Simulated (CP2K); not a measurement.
**C2H7OSi (SMILES C[SiH2]C[O]) at AM1**

What is the energy change on altering one bond length of C2H7OSi at AM1? 

Program for the calculation: CP2K 2026.2.

4 further runs of the same task are left out: 2 that didn't finish, 2 set aside as unsound or not needed.

### Step 1. The system as given

The species is C2H7OSi (11 atoms), meant as a doublet with charge 0. As SMILES, `C[SiH2]C[O]`. The shape is that of a GFN2-xTB optimisation. This is one conformer, not always the lowest.

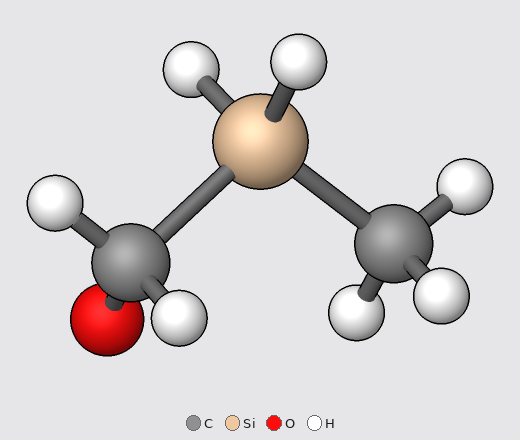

The structure, seen from a chosen angle (carbon grey, silicon light orange, oxygen red, hydrogen white).

### Step 2. Energy and gradient at AM1

molecule.xyz

```xyz
11

C     -1.048880     1.162760     0.020850
Si    -0.128830    -0.320620     0.746250
C      1.204200    -0.874340    -0.651430
O      0.338600    -1.157900    -1.562440
H     -1.468300     0.904570    -0.948920
H     -1.862100     1.477400     0.669400
H     -0.390270     2.017270    -0.122420
H     -0.946570    -1.510530     0.951160
H      0.674080     0.015860     1.933440
H      1.857570    -0.003210    -0.824030
H      1.770500    -1.711260    -0.211880
```

run.inp

```
&GLOBAL
  PROJECT run
  RUN_TYPE ENERGY_FORCE
  PRINT_LEVEL MEDIUM
&END GLOBAL

&FORCE_EVAL
  METHOD Quickstep
  &DFT
    MULTIPLICITY 2
    UKS T
    &QS
      METHOD AM1
      EPS_DEFAULT 1.0E-10
      &SE
        &COULOMB
          CUTOFF [angstrom] 50
          RC_RANGE [angstrom] 0
        &END COULOMB
        &EXCHANGE
          CUTOFF [angstrom] 50
          RC_RANGE [angstrom] 0
        &END EXCHANGE
      &END SE
    &END QS
    # no periodic images
    &POISSON
      PERIODIC NONE
      POISSON_SOLVER ANALYTIC
    &END POISSON
    # SCF settings
    &SCF
      SCF_GUESS ATOMIC
      EPS_SCF 1.0E-07
      MAX_SCF 150
      &DIAGONALIZATION
        ALGORITHM STANDARD
      &END DIAGONALIZATION
      &MIXING
        METHOD DIRECT_P_MIXING
        ALPHA 0.4
      &END MIXING
    &END SCF
    &PRINT
      &MOMENTS
        PERIODIC F
        REFERENCE COM
        MAX_MOMENT 1
      &END MOMENTS
      &MO ON
        ENERGIES T
        OCCUPATION_NUMBERS T
        NDIGITS 6
        &EACH
          QS_SCF 0
        &END EACH
        ADD_LAST NUMERIC
      &END MO
      &HIRSHFELD OFF
      &END HIRSHFELD
    &END PRINT
  &END DFT
  # structure
  &SUBSYS
    &CELL
      ABC 15.7 15.7 15.5
      PERIODIC NONE
    &END CELL
    &TOPOLOGY
      COORD_FILE_NAME molecule.xyz
      COORD_FILE_FORMAT XYZ
      &CENTER_COORDINATES
      &END CENTER_COORDINATES
    &END TOPOLOGY
  &END SUBSYS
  # extra output
  &PRINT
    &FORCES ON
    &END FORCES
  &END PRINT
&END FORCE_EVAL
```

Command:

```sh
$ OMP_NUM_THREADS=1 cp2k.psmp -i run.inp > run.out 2>&1
```

Standard output:

```text
CP2K| version string:                                       CP2K version 2026.2
[...]
 GLOBAL| Method name                                                        CP2K
[...]
 GLOBAL| Run type                                                   ENERGY_FORCE
[...]
                             - Atoms:                                         11
[...]
                             - Spherical basis functions:                     23
[...]
 Number of electrons:                                                         13
[...]
     1 P_Mix/Diag. 0.40E+00    0.0     0.38639859       -21.4941062808 -2.15E+01
[...]
    29 DIIS/Diag.  0.47E-07    0.0     0.00000008       -27.7629926789 -4.55E-13
  *** SCF run converged in    29 steps ***
  Core-core repulsion energy [eV]:                           1533.82442569912314
  Core Hamiltonian energy [eV]:                             -1178.19143880145521
  Two-electron integral energy [eV]:                        -2222.20487537766758
  Electronic energy [eV]:                                   -2289.29387649028922
  Total energy [eV]:                                         -755.46945079116585
  Atomic reference energy [eV]:                               754.42727339905844
  Heat of formation [kcal/mol]:                               -24.03318350416013
[...]
 SE_DIPOLE| Moment [Debye]         -0.38249492      -1.09678740      -2.31813950
 SE_DIPOLE| Derivative [a.u.]       0.00000000       0.00000000       0.00000000
 ENERGY| Total FORCE_EVAL ( QS ) energy [hartree]            -27.762992678857991
 FORCES| Atomic forces [hartree/bohr]
 FORCES|   Atom     x               y               z               |f|
 FORCES|      1  1.56952486E-02 -2.63261500E-02  1.73701013E-02   3.52296384E-02
 FORCES|      2 -6.66175885E-03  1.83174159E-02  6.18562829E-04   1.95010096E-02
 FORCES|      3  1.35489182E-02  1.12546923E-02  3.40195822E-02   3.83089188E-02
 FORCES|      4 -2.29358609E-02 -1.37893491E-02 -4.11820689E-02   4.91137726E-02
 FORCES|      5 -6.89757312E-03 -6.21223979E-03 -1.69935114E-02   1.93635707E-02
 FORCES|      6 -1.45095638E-02  4.77679497E-03  1.20712639E-02   1.94694793E-02
 FORCES|      7  1.26177309E-02  1.26725679E-02 -1.41786551E-03   1.79391040E-02
 FORCES|      8 -1.53052451E-03  2.60643686E-03  2.31894525E-03   3.80966212E-03
 FORCES|      9 -3.69767232E-03 -1.09652473E-03 -4.04013609E-03   5.58550326E-03
 FORCES|     10  7.37249396E-03  9.39136053E-03 -5.12480792E-03   1.29928817E-02
 FORCES|     11  6.99856181E-03 -1.15950049E-02  2.35993439E-03   1.37474833E-02
 FORCES| Sum     3.05311332E-16 -2.77555756E-16 -3.60822483E-16
 FORCES| Total atomic force                                       5.48128700E-16
[...]
```

It took 0.86 s on 1 thread of Intel Xeon 6975P-C (Granite Rapids), shared host; peak memory 0.19 GiB.

### Step 3. The distorted shape at the same level

molecule.xyz

```xyz
11

C     -1.006953     1.188570     0.117793
Si    -0.086903    -0.294810     0.843193
C      1.246127    -0.848530    -0.554487
O      0.380527    -1.132090    -1.465497
H     -1.468300     0.904570    -0.948920
H     -1.820173     1.503210     0.766343
H     -0.348343     2.043080    -0.025477
H     -0.904643    -1.484720     1.048103
H      0.716007     0.041670     2.030383
H      1.899497     0.022600    -0.727087
H      1.812427    -1.685450    -0.114937
```

qs.inp

```
&GLOBAL
  PROJECT qs
  RUN_TYPE ENERGY_FORCE
  PRINT_LEVEL MEDIUM
&END GLOBAL

&FORCE_EVAL
  METHOD QUICKSTEP
  &DFT
    MULTIPLICITY 2
    SPIN_POLARIZED T
    &QS
      METHOD AM1
      EPS_DEFAULT 1.0E-10
      &SE
        &COULOMB
          CUTOFF [angstrom] 50
          RC_RANGE [angstrom] 0
        &END COULOMB
        &EXCHANGE
          CUTOFF [angstrom] 50
          RC_RANGE [angstrom] 0
        &END EXCHANGE
      &END SE
    &END QS
    &POISSON
      PERIODIC NONE
      POISSON_SOLVER ANALYTIC
    &END POISSON
    &SCF
      SCF_GUESS ATOMIC
      EPS_SCF 1.0E-07
      MAX_SCF 150
      &DIAGONALIZATION
        ALGORITHM STANDARD
      &END DIAGONALIZATION
      &MIXING
        METHOD DIRECT_P_MIXING
        ALPHA 0.4
      &END MIXING
    &END SCF
    &PRINT
      &MOMENTS
        PERIODIC F
        REFERENCE COM
        MAX_MOMENT 1
      &END MOMENTS
      &MO ON
        ENERGIES T
        OCCUPATION_NUMBERS T
        NDIGITS 6
        &EACH
          QS_SCF 0
        &END EACH
        ADD_LAST NUMERIC
      &END MO
      &HIRSHFELD OFF
      &END HIRSHFELD
    &END PRINT
  &END DFT
  &SUBSYS
    &CELL
      ABC 15.7 15.7 15.5
      PERIODIC NONE
    &END CELL
    &TOPOLOGY
      COORD_FILE_NAME molecule.xyz
      COORD_FILE_FORMAT XYZ
      &CENTER_COORDINATES
      &END CENTER_COORDINATES
    &END TOPOLOGY
  &END SUBSYS
  ! extra output
  &PRINT
    &FORCES ON
    &END FORCES
  &END PRINT
&END FORCE_EVAL
```

Command:

```sh
$ OMP_NUM_THREADS=1 cp2k.psmp -i qs.inp > qs.out 2>&1
```

Standard output:

```text
CP2K| version string:                                       CP2K version 2026.2
[...]
 GLOBAL| Method name                                                        CP2K
[...]
 GLOBAL| Run type                                                   ENERGY_FORCE
[...]
                             - Atoms:                                         11
[...]
                             - Spherical basis functions:                     23
[...]
 Number of electrons:                                                         13
[...]
     1 P_Mix/Diag. 0.40E+00    0.0     0.39106877       -21.5367549047 -2.15E+01
[...]
    29 DIIS/Diag.  0.50E-07    0.0     0.00000010       -27.7599493358 -4.26E-13
  *** SCF run converged in    29 steps ***
  Core-core repulsion energy [eV]:                           1529.75674202341065
  Core Hamiltonian energy [eV]:                             -1177.42173993197321
  Two-electron integral energy [eV]:                        -2215.44327861305919
  Electronic energy [eV]:                                   -2285.14337923850280
  Total energy [eV]:                                         -755.38663721509192
  Atomic reference energy [eV]:                               754.42727339905844
  Heat of formation [kcal/mol]:                               -22.12345692067179
[...]
 SE_DIPOLE| Moment [Debye]         -0.35326106      -1.09100311      -2.26825126
 SE_DIPOLE| Derivative [a.u.]       0.00000000       0.00000000       0.00000000
 ENERGY| Total FORCE_EVAL ( QS ) energy [hartree]            -27.759949335803107
 FORCES| Atomic forces [hartree/bohr]
 FORCES|   Atom     x               y               z               |f|
 FORCES|      1 -4.72525694E-03 -3.92066227E-02 -3.00239383E-02   4.96077029E-02
 FORCES|      2 -8.40367899E-03  1.95601003E-02 -1.67258432E-03   2.13545518E-02
 FORCES|      3  1.35803375E-02  1.12001576E-02  3.39977751E-02   3.82846941E-02
 FORCES|      4 -2.29563825E-02 -1.37537892E-02 -4.11661052E-02   4.91000044E-02
 FORCES|      5  1.73194010E-02  9.28572461E-03  3.91718483E-02   4.38248792E-02
 FORCES|      6 -1.40658031E-02  3.39832964E-03  8.06997726E-03   1.65686449E-02
 FORCES|      7  1.01055939E-02  1.01683980E-02 -3.86988525E-03   1.48490861E-02
 FORCES|      8 -1.48349782E-03  2.57011672E-03  2.35150129E-03   3.78626783E-03
 FORCES|      9 -3.73622960E-03 -1.01747594E-03 -4.08628557E-03   5.62960023E-03
 FORCES|     10  7.36413803E-03  9.39381356E-03 -5.12102622E-03   1.29884245E-02
 FORCES|     11  7.00137851E-03 -1.15987526E-02  2.34872292E-03   1.37501586E-02
 FORCES| Sum    -6.80011603E-16  4.44089210E-16  4.16333634E-16
 FORCES| Total atomic force                                       9.12668999E-16
[...]
```

It took 0.92 s on 1 thread of Intel Xeon 6975P-C (Granite Rapids), shared host; peak memory 0.19 GiB.

### Step 4. What came out

At AM1:

```
                                                         quantity           value
                                        first shape: total energy    -27.76299 Eh
                                       first shape: dipole moment          2.59 D
                  first shape: HOMO energy (highest over α and β)        -9.60 eV
           first shape: heat of formation at this unrelaxed shape  -24.0 kcal/mol
                            first shape: largest force on an atom      2.526 eV/Å
                                    distorted shape: total energy    -27.75995 Eh
                                   distorted shape: dipole moment          2.54 D
              distorted shape: HOMO energy (highest over α and β)        -9.59 eV
       distorted shape: heat of formation at this unrelaxed shape  -22.1 kcal/mol
                        distorted shape: largest force on an atom      2.551 eV/Å
energy change with the C1–H5 bond stretched from 1.088 to 1.196 Å        0.083 eV
```

In words: With the C1–H5 bond stretched from 1.088 to 1.196 Å the energy rises by 0.08 eV (1.9 kcal/mol). The first shape isn't relaxed at this level, so the change isn't measured from a minimum. The largest force (first shape) is 2.53 eV/Å: the shape isn't a stationary point for this species at this level.
